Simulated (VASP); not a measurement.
Band structure of Mg2Sn (antifluorite). Computed with RPBE GGA, VASP's PBE PAW potentials (set 64) (plane waves; VASP).

Unless said otherwise, spin-orbit coupling is left out, though it shifts the bands of the heavy elements here.

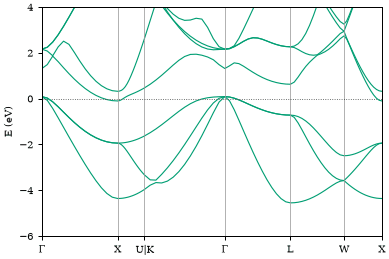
Bands along high-symmetry lines, zero at the valence-band maximum or, without a gap, the Fermi level

Question: Read the plot: is there a gap, and where are the band edges?

Answer: It has no gap at this level: it comes out as a metal or semimetal. (Edges off the drawn lines would not show.)

Measured: gap 0.36 eV (computed value off by -0.36 eV), as given by Byungki Ryu et al., Journal of the Korean Physical Society (2019), arXiv:1905.06140.

The compound is Mg2Sn in the antifluorite structure. It was relaxed first, which changed the volume by +5 %.
